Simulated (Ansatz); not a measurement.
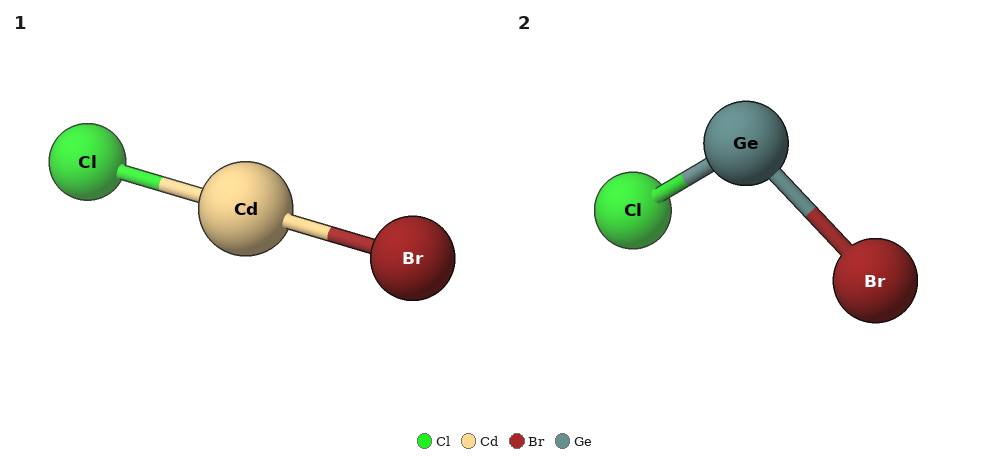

2 molecules with one skeleton, seen from the same side and at one scale. Each species is neutral and a spin singlet. Computed geometries: PBE0-D4/def2-TZVP optimisations, one conformation each. Properties computed with Ansatz 0.2.0. Elements past Kr carry core potentials.

One atom differs, called X below: Cd in panel 1, Ge in panel 2. Their formulas are CdBrCl (`[Cl][Cd][Br]`), GeBrCl (`[Cl][Ge][Br]`).

In which is the HOMO energy (Kohn–Sham orbital) higher (ωB97M-V/def2-TZVPP)?

Answer. In panel 2 (X = Ge).

In which is the length of X–Cl larger (PBE0-D4/def2-TZVP)?

Answer. In panel 1 (X = Cd).

Give the values. With PBE0-D4/def2-TZVP: length of X–Br (Å), length of X–Cl (Å), angle Cl–X–Br (°). With ωB97M-V/def2-TZVPP: dipole moment (D), HOMO energy (Kohn–Sham orbital) (eV), HOMO–LUMO gap (eV).

```
                            quantity  1 (Cd)  2 (Ge)   2 − 1
                  length of X–Br (Å)   2.396   2.342  −0.054
                  length of X–Cl (Å)   2.269   2.181  −0.088
                   angle Cl–X–Br (°)   180.0   100.5   −79.5
                   dipole moment (D)    0.27    2.05   +1.78
HOMO energy (Kohn–Sham orbital) (eV)  −10.74   −9.96   +0.78
                  HOMO–LUMO gap (eV)   10.35    8.75   −1.60
```
